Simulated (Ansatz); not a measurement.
## SiH₂SCl₄: nudged elastic band (part 2 of 2)

SiH₂SCl₄; RKS B3LYP/def2-SVP (Ansatz 0.2.0). The run did not end well. It belongs to a series of runs on one base structure; here: band between the two ends.

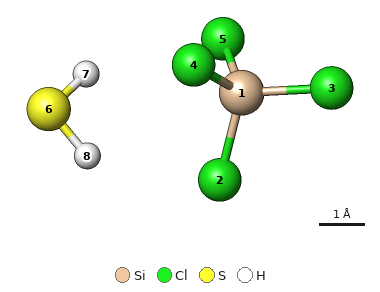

Figure 1. The starting structure (ball-and-stick view, seen at a tilt; atoms are numbered from 1 in the order of the input).

```
Unfinished report: {"positions_ang":[[-0.3392051791787836,0.032875649158402846,-0.18207662440779057],[-0.049126201886526034,-0.041644163860553064,2.4011597037479935],[1.7402324263736064,-0.1611524176029641,-0.19374933878405926],[-0.5544196277644803,1.9271538412348543,-0.9982462894387171],[-0.8081341604920098,-1.5933672477567185,-1.4061044922860095],[-2.5362464676257113,0.11268020245729204,0.720111855977535],[-2.752806095170148,-1.221966288616082,0.73055189491522],[-1.5366966842559473,0.07262043498576996,2.0446513002758264]],"unchecked":["starts","cluster_reference","orbital_swaps","neighbouring_geometries","increment"],"mean_field":{"relativity":"none","state":{"energy":{"ev":-68820.35959810327,"hartree":-2529.101567115127},"converged":true,"gradient_ev":0.00004112294738789731,"stability":{"kind":"minimum","curvature_ev":22.57615260730029},"curvature_floor_ev":0.00030000000000000003,"spin_squared":7.105427357601002e-15},"others":[],"fillings":{"estimated":0,"unestimated":0,"tried":0,"untried":0,"excluded_magnetic_sites":0},"n_dropped_functions":0,"n_trapped_functions":0,"passes":{"evaluations":2,"products":17},"factors":{"origin":"Cholesky decomposition","count":1153,"bound_ev":0.001368974541666707},"gradient_stop_ev":0.00009,"reference_kind":"stationary","functional":{"name":"B3LYP","citations":["Stephens, Devlin, Chabalowski & Frisch, J. Phys. Chem. 98, 11623 (1994) doi:10.1021/j100096a001","Becke, Phys. Rev. A 38, 3098 (1988) doi:10.1103/PhysRevA.38.3098","Lee, Yang & Parr, Phys. Rev. B 37, 785 (1988) doi:10.1103/PhysRevB.37.785","Vosko, Wilk & Nusair, Can. J. Phys. 58, 1200 (1980) doi:10.1139/p80-159"],"text":"name \"B3LYP\"\ncite \"Stephens, Devlin, Chabalowski & Frisch, J. Phys. Chem. 98, 11623 (1994) doi:10.1021/j100096a001\"\ncite \"Becke, Phys. Rev. A 38, 3098 (1988) doi:10.1103/PhysRevA.38.3098\"\ncite \"Lee, Yang & Parr, Phys. Rev. B 37, 785 (1988) doi:10.1103/PhysRevB.37.785\"\ncite \"Vosko, Wilk & Nusair, Can. J. Phys. 58, 1200 (1980) doi:10.1139/p80-159\"\nparameter a0 = 0.2\nparameter ax = 0.72\nparameter ac = 0.81\nexchange = (1 - a0 - ax)*slater_x + ax*b88_x + a0*exact_x\ncorrelation = (1 - ac)*vwn_rpa_c + ac*lyp_c\n","parameters":{"a0":{"value":0.2,"default":0.2},"ac":{"value":0.81,"default":0.81},"ax":{"value":0.72,"default":0.72}},"final_grid":{"core_spheres":13.0,"valence_spheres":11.0,"degree":36.0},"final_grid_parameter_source":"default","radial_points_factor":1.0,"radial_grid_error_ev":6.729326096032238e-7,"grid_sensitivity":"normal","grid_sensitivity_ratio":0.0013437628806248659},"unsmoothed_excess_ev":-0.0002504656600747868,"symmetry":{"irreps":["A"],"axes":[[0.9998781171829119,-0.003438533421088192,-0.015229158435944886],[0.003346492747588888,0.9999760076113737,-0.0060650793818385375],[0.015249648030213244,0.006013375884619844,0.9998656347457016]],"occupied":[{"A":50},{"A":50}]},"held":{"pivots":1148,"left_out":0,"joined":5},"density_repulsion":{"missed_ev":0.00002637339068091001,"excess_ev":1.6805521691381926e-8,"most_excess_ev":0.00027,"are_drawn_again":false,"n_first_factors":1153,"energy_change_ev":0.0,"n_dropped_ends":0}},"factors":{"origin":"Cholesky decomposition","count":1153,"bound_ev":0.001368974541666707},"n_frozen":0,"n_occupied":[50,50],"n_virtual":[68,68],"reference":{"ev":-68820.35959810327,"hartree":-2529.101567115127},"total":{"ev":-68820.35959810327,"hartree":-2529.101567115127},"forces_ev_per_angstrom":[[-0.001919681361731953,-0.00756064643479072,-0.003390555372375686],[-0.003131860347378522,0.017551517923298395,-0.0019889546166594256],[-0.0031250499586906455,-0.01823615251867241,0.007250602739412343],[0.005801577480849434,0.0008165157045769292,0.012835998368108172],[-0.0008588199626785096,0.015367236308801036,-0.030422080974404176],[0.00911773937134899,0.0459594473222367,-0.002402149832342674],[0.005375288148627096,-0.06858468155501925,0.027350722199135227],[-0.011259193383481242,0.014686763267411654,-0.009233582490789047]],"charge_distribution":{"dipole_moment_e_ang":[-0.4827075838537238,-0.15867165984565088,0.16064011381542273],"mulliken_charges_e":[0.7234722121153112,-0.23748231033754053,-0.21931984304992724,-0.19065016595712336,-0.20886004364840005,-0.15914422814688933,0.09626942882921252,0.19571495019538832],"lowdin_charges_e":[-0.35478684452555953,0.003368723507506388,0.06170828151772412,0.08640753183526328,0.06626798186268346,0.1948187666214931,-0.025313999978467505,-0.032470440840543624]},"n_threads":4,"memory_gib":4.261363637633622,"seconds":{"hamiltonian":1.889881385,"orbitals":0.0,"second_order":0.0,"solver_start":0.0,"cycles":0.0,"cycle":0.0,"perturbative":0.0,"full_ci_increment":0.0,"forces":0.0}}
this run last wrote the band of iteration 60 to [file]
Error: NEB band did not converge after 60 iterations: max|band force component| = 3.26e-1 eV/Å (threshold 5.0e-2); raise `neb.max_iterations` in a new run, which can start from the last band evaluated (`neb.initial_path`, with `crystal.atoms` and `neb.final_atoms` set to its first and last images), add images, or start from endpoints closer to local minima. Where this run's directory can be resumed (`checkpoint.write`), a resume goes on for up to `neb.max_iterations` more; to start a new run from the last band, take its images' positions from the `neb_iteration` event of iteration 60 (`data.images[].positions_ang`), in the event stream of the run that computed that iteration (not this run's, if it was resumed behind it). With `checkpoint.write`, `steps/00-neb/state/checkpoint.json` in the run directory holds the last saved band, under `neb.evaluated.images[].positions_ang` (a band under a hybrid functional on support functions is neither saved nor resumed: `neb.initial_path` says where its path is): check the last entry of `neb.iterations` there, which is earlier than 60 if that iteration was not saved or its write failed. If the band's step has no `state` directory and holds `state.next`, a write was cut short, and the file is under `state.next` instead (behind a loss of power it can be under `state.prev`)
this run wrote the band of iteration 60 to [file] as well, whether or not its events were kept: a new run's `neb.initial_path` can list its `images[].positions_ang`
a run's events are kept only if it was started with --events-out <file>, and are in that file
```

The last band as extended XYZ (Å, eV, eV/Å)
```
8
Properties=species:S:1:pos:R:3:forces:R:3 image=0 energy=-68822.33179
Si    0.5391    0.0744   -0.1835    0.0005   0.0002  -0.0008
Cl    0.4752    0.0235    1.8688   -0.0004   0.0001   0.0014
Cl    2.4919   -0.0364   -0.7924    0.0004  -0.0002  -0.0001
Cl   -0.2967    1.8105   -0.8641    0.0010   0.0014  -0.0011
Cl   -0.4877   -1.5387   -0.9320   -0.0011  -0.0008  -0.0009
S    -3.6891   -0.0280    1.3273    0.0000  -0.0016   0.0003
H    -3.2464   -1.0353    0.5417    0.0010   0.0006   0.0005
H    -2.6228   -0.1428    2.1506   -0.0012   0.0003   0.0006
8
Properties=species:S:1:pos:R:3:forces:R:3 image=1 energy=-68822.30042
Si    0.4003    0.0642   -0.1335    0.0488  -0.0008  -0.0118
Cl    0.3478   -0.0033    1.9224    0.0338  -0.0064  -0.0157
Cl    2.3625   -0.0418   -0.7100    0.0430   0.0122  -0.0408
Cl   -0.4263    1.8024   -0.8160    0.0256  -0.0046   0.0080
Cl   -0.5964   -1.5530   -0.9159    0.0332  -0.0048   0.0099
S    -3.4243    0.0568    1.2032   -0.0863  -0.0565   0.0071
H    -3.1178   -1.0717    0.5221   -0.0461   0.0442   0.0195
H    -2.3823   -0.1263    2.0440   -0.0521   0.0167   0.0239
8
Properties=species:S:1:pos:R:3:forces:R:3 image=2 energy=-68822.17697
Si    0.2685    0.0565   -0.1201    0.1937  -0.0024  -0.0399
Cl    0.2186   -0.0931    1.9412    0.0588  -0.0203  -0.0843
Cl    2.2559   -0.0679   -0.5930    0.1679   0.0269  -0.1411
Cl   -0.4671    1.8437   -0.7854    0.0480  -0.0260   0.0621
Cl   -0.6820   -1.5110   -1.0509    0.0638   0.0059   0.0827
S    -3.2101    0.0747    1.0334   -0.2781  -0.1305   0.0602
H    -2.9561   -1.2127    0.6944   -0.0978   0.1057   0.0260
H    -2.2642    0.0369    1.9967   -0.1563   0.0407   0.0344
8
Properties=species:S:1:pos:R:3:forces:R:3 image=3 energy=-68821.74289
Si    0.0593    0.0483   -0.0748    0.4754   0.0083  -0.0343
Cl    0.1446   -0.1015    2.0270    0.1331  -0.0475  -0.3162
Cl    2.0728   -0.0997   -0.4413    0.3974   0.0337  -0.2936
Cl   -0.5266    1.8702   -0.8278    0.0665  -0.0677   0.1664
Cl   -0.7485   -1.5180   -1.1647    0.0681   0.0603   0.2551
S    -2.9163    0.1028    0.8958   -0.5556  -0.0840   0.1497
H    -2.8403   -1.2391    0.7399   -0.1277   0.0459   0.0545
H    -2.0814    0.0640    1.9621   -0.4571   0.0509   0.0183
8
Properties=species:S:1:pos:R:3:forces:R:3 image=4 energy=-68821.02166
Si   -0.1673    0.0398   -0.0604    0.5061  -0.0001   0.3332
Cl    0.0780   -0.0634    2.1772    0.3815  -0.0371  -0.6666
Cl    1.8828   -0.1368   -0.2946    0.4163   0.0089  -0.3157
Cl   -0.5507    1.8969   -0.9182    0.0333  -0.1128   0.2266
Cl   -0.7863   -1.5495   -1.2910    0.0280   0.1224   0.3271
S    -2.6554    0.1031    0.8053   -0.3205   0.3229   0.2760
H    -2.7799   -1.2308    0.7448   -0.0985  -0.3200   0.0947
H    -1.8577    0.0679    1.9531   -0.9461   0.0158  -0.2753
8
Properties=species:S:1:pos:R:3:forces:R:3 image=5 energy=-68820.35935
Si   -0.3392    0.0329   -0.1821   -0.0019  -0.0076  -0.0034
Cl   -0.0491   -0.0416    2.4012   -0.0031   0.0176  -0.0020
Cl    1.7402   -0.1612   -0.1937   -0.0031  -0.0182   0.0073
Cl   -0.5544    1.9272   -0.9982    0.0058   0.0008   0.0128
Cl   -0.8081   -1.5934   -1.4061   -0.0009   0.0154  -0.0304
S    -2.5362    0.1127    0.7201    0.0091   0.0460  -0.0024
H    -2.7528   -1.2220    0.7306    0.0054  -0.0686   0.0274
H    -1.5367    0.0726    2.0447   -0.0113   0.0147  -0.0092
8
Properties=species:S:1:pos:R:3:forces:R:3 image=6 energy=-68821.07269
Si   -0.4757    0.0333   -0.4248   -0.2159  -0.0094  -0.3977
Cl   -0.0960   -0.0532    2.8020   -0.1032   0.0037   0.6256
Cl    1.5520   -0.1736   -0.0352   -0.3199  -0.0353   0.2409
Cl   -0.5603    1.9478   -1.1801   -0.0223   0.0378  -0.2768
Cl   -0.8075   -1.6195   -1.6155   -0.0152  -0.0117  -0.3816
S    -2.4488    0.1190    0.5947    0.1547   0.0598  -0.1847
H    -2.6853   -1.2101    0.6884    0.1199  -0.0669  -0.0233
H    -1.3148    0.0835    2.2869    0.4020   0.0220   0.3975
8
Properties=species:S:1:pos:R:3:forces:R:3 image=7 energy=-68821.71946
Si   -0.5516    0.0367   -0.6081   -0.0631   0.0205  -0.1618
Cl   -0.1252   -0.0335    3.2290   -0.0135  -0.0051   0.3629
Cl    1.3398   -0.1980    0.1588   -0.1897  -0.0400   0.1469
Cl   -0.5614    1.9107   -1.4509   -0.0095  -0.0312  -0.2247
Cl   -0.8084   -1.5662   -1.8734   -0.0208   0.0618  -0.2511
S    -2.3667    0.1169    0.5726    0.0402  -0.1979   0.0006
H    -2.5863   -1.2266    0.6249    0.1289   0.1690  -0.0114
H    -1.1765    0.0872    2.4633    0.1273   0.0229   0.1387
8
Properties=species:S:1:pos:R:3:forces:R:3 image=8 energy=-68821.93933
Si   -0.5955    0.0091   -0.7079   -0.0191   0.0083  -0.0329
Cl   -0.1683    0.2866    3.5732    0.0639   0.0173   0.1806
Cl    1.1684   -0.3748    0.2691   -0.0403  -0.0290   0.0124
Cl   -0.4979    1.9014   -1.4951    0.0052  -0.0079  -0.0444
Cl   -0.8219   -1.4220   -2.1694   -0.0065   0.0238  -0.0721
S    -2.3430   -0.0028    0.5483   -0.0076  -0.1165  -0.0267
H    -2.5322   -1.3450    0.4538    0.0578   0.0916   0.0319
H    -1.0460    0.0746    2.6444   -0.0535   0.0122  -0.0490
8
Properties=species:S:1:pos:R:3:forces:R:3 image=9 energy=-68821.97281
Si   -0.5972   -0.0525   -0.7209   -0.0096   0.0040  -0.0092
Cl   -0.2510    0.6316    3.5733    0.0718   0.0397   0.1194
Cl    1.0891   -0.6875    0.2650   -0.0066  -0.0181  -0.0055
Cl   -0.4031    1.9290   -1.2113    0.0041  -0.0005  -0.0042
Cl   -0.8072   -1.2037   -2.4137   -0.0020   0.0086  -0.0254
S    -2.3680   -0.1805    0.4868    0.0002  -0.0833  -0.0147
H    -2.4097   -1.5380    0.4623    0.0200   0.0699   0.0225
H    -1.0893    0.2288    2.6748   -0.0778  -0.0203  -0.0829
8
Properties=species:S:1:pos:R:3:forces:R:3 image=10 energy=-68821.98498
Si   -0.5829   -0.1158   -0.7424    0.0032   0.0044  -0.0008
Cl   -0.4180    0.8707    3.5715    0.0000  -0.0012   0.0017
Cl    1.0460   -1.0059    0.1389    0.0018   0.0012   0.0011
Cl   -0.2829    1.9021   -0.9433   -0.0004  -0.0028  -0.0022
Cl   -0.8417   -0.9667   -2.5978   -0.0014  -0.0012  -0.0018
S    -2.3429   -0.3261    0.4675   -0.0020  -0.0014  -0.0008
H    -2.2186   -1.6698    0.5954   -0.0016   0.0012   0.0006
H    -1.1954    0.4387    2.6265    0.0004  -0.0002   0.0023
```

This output came from the following input.

The input
```yaml
crystal:
  periodic: [false, false, false]
  atoms:
    - { symbol: Si, position_ang: [0.539142, 0.074368, -0.183527] }
    - { symbol: Cl, position_ang: [0.475226, 0.02353, 1.868753] }
    - { symbol: Cl, position_ang: [2.491929, -0.036364, -0.792408] }
    - { symbol: Cl, position_ang: [-0.296706, 1.810511, -0.86413] }
    - { symbol: Cl, position_ang: [-0.487664, -1.538738, -0.932036] }
    - { symbol: S, position_ang: [-3.689111, -0.027991, 1.327308] }
    - { symbol: H, position_ang: [-3.246374, -1.03532, 0.541699] }
    - { symbol: H, position_ang: [-2.622844, -0.142796, 2.150639] }
basis:
  gaussian: { orbitals: def2-SVP }
hamiltonian:
  xc: b3lyp
neb:
  order_check: false
  images: 9
  f_tol: 0.05
  max_iterations: 60
  optimiser: fire
  climbing: true
  final_atoms:
    - { symbol: Si, position_ang: [-0.5828576, -0.11579739, -0.74240223] }
    - { symbol: Cl, position_ang: [-0.41802371, 0.870714, 3.57152408] }
    - { symbol: Cl, position_ang: [1.04598113, -1.00594392, 0.13891574] }
    - { symbol: Cl, position_ang: [-0.28294281, 1.90212184, -0.94325903] }
    - { symbol: Cl, position_ang: [-0.84172907, -0.9666559, -2.59784888] }
    - { symbol: S, position_ang: [-2.34286561, -0.32605869, 0.46751514] }
    - { symbol: H, position_ang: [-2.21855571, -1.66984646, 0.59536061] }
    - { symbol: H, position_ang: [-1.19540862, 0.43866653, 2.62649256] }
  initial_path:
    images:
      - { positions_ang: [[0.539142, 0.074368, -0.183527], [0.475226, 0.02353, 1.868753], [2.491929, -0.036364, -0.792408], [-0.296706, 1.810511, -0.86413], [-0.487664, -1.538738, -0.932036], [-3.689111, -0.027991, 1.327308], [-3.246374, -1.03532, 0.541699], [-2.622844, -0.142796, 2.150639]] }
      - { positions_ang: [[0.43250073, 0.05928128, -0.14422433], [0.37392128, 0.0181039, 1.99354351], [2.39853427, -0.02984732, -0.76714259], [-0.43407502, 1.79630362, -0.83319838], [-0.58802132, -1.5783342, -0.88825162], [-3.41927755, -0.02196486, 1.21255717], [-3.21410883, -1.00196699, 0.42323646], [-2.38587556, -0.11437542, 2.11977778]] }
      - { positions_ang: [[0.32585946, 0.04419456, -0.10492166], [0.27261657, 0.01267779, 2.11833402], [2.30513955, -0.02333064, -0.74187718], [-0.57144404, 1.78209623, -0.80226677], [-0.68837863, -1.6179304, -0.84446723], [-3.14944411, -0.01593872, 1.09780635], [-3.18184366, -0.96861398, 0.30477391], [-2.14890713, -0.08595484, 2.08891656]] }
      - { positions_ang: [[0.21921818, 0.02910784, -0.06561899], [0.17131185, 0.00725169, 2.24312453], [2.21174482, -0.01681396, -0.71661178], [-0.70881306, 1.76788885, -0.77133515], [-0.78873595, -1.6575266, -0.80068285], [-2.87961066, -0.00991258, 0.98305552], [-3.14957849, -0.93526097, 0.18631137], [-1.91193869, -0.05753427, 2.05805534]] }
      - { positions_ang: [[0.11257691, 0.01402113, -0.02631631], [0.07000713, 0.00182559, 2.36791504], [2.11835009, -0.01029728, -0.69134637], [-0.84618208, 1.75368147, -0.74040354], [-0.88909327, -1.6971228, -0.75689846], [-2.60977722, -0.00388644, 0.86830469], [-3.11731332, -0.90190796, 0.06784883], [-1.67497025, -0.02911369, 2.02719412]] }
      - { positions_ang: [[0.00593564, -0.00106559, 0.01298636], [-0.03129759, -0.00360051, 2.49270555], [2.02495537, -0.0037806, -0.66608096], [-0.9835511, 1.73947408, -0.70947192], [-0.98945058, -1.736719, -0.71311408], [-2.33994377, 0.0021397, 0.75355387], [-3.08504815, -0.86855496, -0.05061371], [-1.43800181, -0.00069311, 1.9963329]] }
      - { positions_ang: [[-0.11182301, -0.02401195, -0.13809136], [-0.10864281, 0.17126239, 2.70846925], [1.82916052, -0.20421327, -0.50508162], [-0.84342944, 1.77200363, -0.75622934], [-0.95990628, -1.58270638, -1.09006104], [-2.34052814, -0.06349998, 0.69634612], [-2.91174966, -1.02881326, 0.07858115], [-1.38948318, 0.08717882, 2.12236484]] }
      - { positions_ang: [[-0.22958165, -0.04695831, -0.28916908], [-0.18598804, 0.34612529, 2.92423296], [1.63336567, -0.40464593, -0.34408228], [-0.70330779, 1.80453318, -0.80298676], [-0.93036198, -1.42869376, -1.467008], [-2.34111251, -0.12913966, 0.63913838], [-2.73845117, -1.18907156, 0.20777602], [-1.34096454, 0.17505075, 2.24839677]] }
      - { positions_ang: [[-0.3473403, -0.06990467, -0.44024679], [-0.26333326, 0.52098819, 3.13999667], [1.43757082, -0.60507859, -0.18308294], [-0.56318613, 1.83706273, -0.84974418], [-0.90081768, -1.27468114, -1.84395496], [-2.34169687, -0.19477934, 0.58193063], [-2.56515269, -1.34932986, 0.33697088], [-1.2924459, 0.26292268, 2.3744287]] }
      - { positions_ang: [[-0.46509895, -0.09285103, -0.59132451], [-0.34067849, 0.6958511, 3.35576037], [1.24177598, -0.80551125, -0.0220836], [-0.42306447, 1.86959228, -0.89650161], [-0.87127337, -1.12066852, -2.22090192], [-2.34228124, -0.26041901, 0.52472289], [-2.3918542, -1.50958816, 0.46616575], [-1.24392726, 0.35079461, 2.50046063]] }
      - { positions_ang: [[-0.5828576, -0.11579739, -0.74240223], [-0.41802371, 0.870714, 3.57152408], [1.04598113, -1.00594392, 0.13891574], [-0.28294281, 1.90212184, -0.94325903], [-0.84172907, -0.9666559, -2.59784888], [-2.34286561, -0.32605869, 0.46751514], [-2.21855571, -1.66984646, 0.59536061], [-1.19540862, 0.43866653, 2.62649256]] }
```

Launch command:
```bash
ansatz run input.yaml --threads 4 --pin off --max-ram 5120MiB --backend cpu --events-out ev --progress --plain --runs-dir out
```

Outcome

```csv
quantity,value
outcome,not converged
"barrier, forward (band not converged)",1.972 eV
"barrier, backward",1.626 eV
hardware,"4 threads of Arm Neoverse V1, 24 GiB of memory available, shared host"
wall time,18 min (CPU time 68 min)
peak memory,0.38 GiB
```

Diagnosis

The run did not converge: “NEB band did not converge after 60 iterations: max|band force component| = 3.26e-1 eV/Å (threshold 5.0e-2); raise `neb.max_iterations` in a new run, which can start from the last band evaluated (`neb.initial_path`, with `crystal.atoms` and `neb.final_atoms` set to its first and last images), add images, or start from endpoints closer to local minima …” Its last values are not results.
